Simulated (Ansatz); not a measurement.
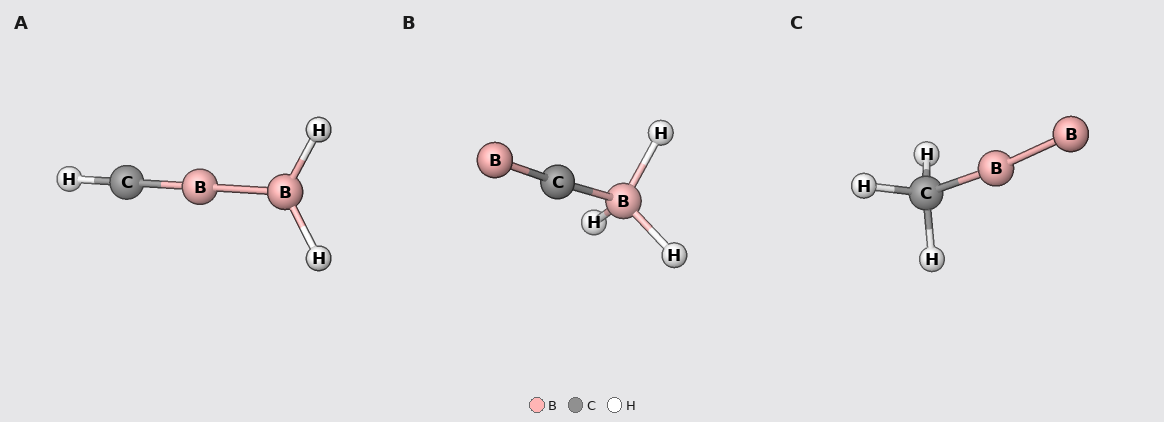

3 stationary structures of one formula. Charge 0, doublet. Geometries: PBE-D4/def2-SVP. Electronic energies: PBE-D4/def2-SVP (Ansatz 0.2.0), without zero-point energy. No frequency run is at hand to confirm each as a minimum.

### Rank them by energy, lowest first.

A is lowest (C2v); C lies 1.125 eV above it, B lies 2.713 eV above it.

The determinant isn't a pure spin state (⟨S²⟩ up to 1.75).
